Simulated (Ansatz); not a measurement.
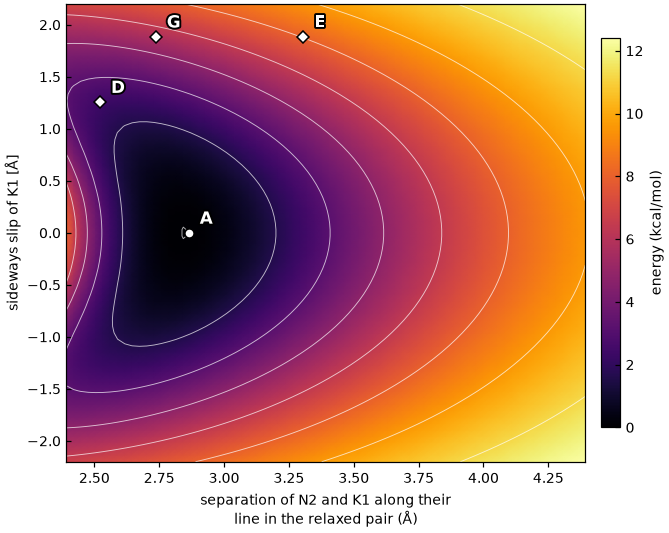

H3KN, charge +1. 
- First axis: separation of N2 and K1 along their line in the relaxed pair. Second axis: sideways slip of K1.
- Nothing is relaxed (both partners rigid).
- Grid: 15 × 15 points.
- Points are written as (first, second).
- Energies: kcal/mol, counted from the lowest grid point.
- All numbers below come from RHF/def2-TZVPD (Ansatz).

Drawn: a smooth colour map with a few white contour lines, lettered points. Between grid points the surface is interpolated.

Q: Is A the lowest point of the computed grid?

A: Yes. A, at (2.865 Å, 0.000 Å), has the lowest energy of the grid.

Q: Rank the lettered points by energy, lowest first.

A: A (0.0 kcal/mol), D (2.4 kcal/mol), G (5.8 kcal/mol), E (8.1 kcal/mol).
